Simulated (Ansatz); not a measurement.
# H3NO2Si: the cost of one run

Computed with Ansatz 0.2.0, Gaussian basis. Level: PBE0-D4/def2-TZVP structures, single points in def2-TZVPP, no counterpoise correction.

Levels: SPW92, PBE-D4, BLYP-D4, r2SCAN-D4, B97M-V, PBE0-D4, B3LYP-D4, r2SCAN0-D4, BHLYP-D4, CAM-B3LYP-D4, wB97X-V, wB97M-V, B2PLYP, PBE-QIDH, RPA on PBE, Hartree-Fock, MP2, CCSD, CCSD(T).

Cores are frozen in the correlated methods. B3LYP uses VWN-RPA correlation. B2PLYP carries no dispersion term here.

56 further runs of the same task are left out: 56 set aside as unsound or not needed. Runs told in other sessions of the task aren't counted.

## 1. The starting structure

The complex: 11 atoms, charge 0, spin multiplicity 1.

Atoms are counted from 1 here; the program's logs count them from 0.

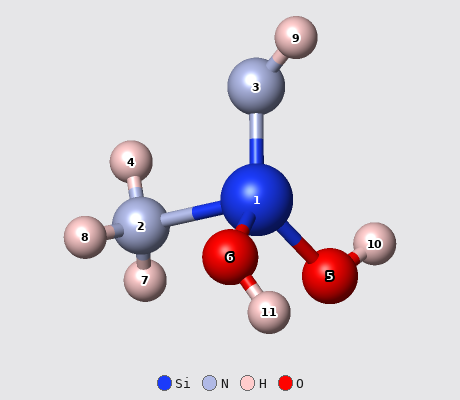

The starting geometry (silicon blue, nitrogen light blue, hydrogen pink, oxygen red); atoms are numbered from 1 in the order of the file.

Geometry (Å):

```mol
H6N2O2Si
  3D, bonds by distance, orders not assigned

 11 10  0  0  0  0  0  0  0  0999 V2000
   -0.4932   -0.1881    0.0663 Si  0  0
    1.3183    0.4536    0.1655 N   0  0
   -0.1819   -1.6470    0.6429 N   0  0
    1.8177   -0.4177    0.3398 H   0  0
   -0.8115    0.1424   -1.5310 O   0  0
   -1.2403    1.0630    0.8420 O   0  0
    1.6608    0.9088   -0.6739 H   0  0
    1.4409    1.0735    0.9594 H   0  0
   -0.8552   -2.3188    0.9686 H   0  0
   -0.8387   -0.6563   -2.0620 H   0  0
   -1.8167    1.5867    0.2824 H   0  0
  1  2  8  0
  1  3  8  0
  1  5  8  0
  1  6  8  0
  2  4  8  0
  2  7  8  0
  2  8  8  0
  3  9  8  0
  5 10  8  0
  6 11  8  0
M  END
```

Its parts: H3NO2Si holds atoms 1, 3, 5, 6, 9, 10, 11; NH3 holds atoms 2, 4, 7, 8. Each part counts its atoms afresh in its own runs.

## 2. Relaxing H3NO2Si alone

The input, relax-a/in.yaml:

```yaml
crystal:
  periodic: [false, false, false]
  atoms:
    - {symbol: Si, position_ang: [-0.493232, -0.188106, 0.066322]}
    - {symbol: N, position_ang: [-0.181880, -1.647037, 0.642904]}
    - {symbol: O, position_ang: [-0.811470, 0.142397, -1.531037]}
    - {symbol: O, position_ang: [-1.240280, 1.062968, 0.841956]}
    - {symbol: H, position_ang: [-0.855174, -2.318823, 0.968561]}
    - {symbol: H, position_ang: [-0.838743, -0.656289, -2.061978]}
    - {symbol: H, position_ang: [-1.816702, 1.586701, 0.282413]}
basis:
  gaussian: {orbitals: def2-TZVP}
hamiltonian: {xc: pbe0, dispersion: d4}
relax: {f_tol: 0.005, max_steps: 200}
```

Started as:

```sh
> ansatz run in.yaml --threads 8 --pin off --events-out ev --progress --plain --max-ram 19148MiB
```

**Question.** How long does this run take on 8 threads of Arm Neoverse V1, shared host?

About 11 s.
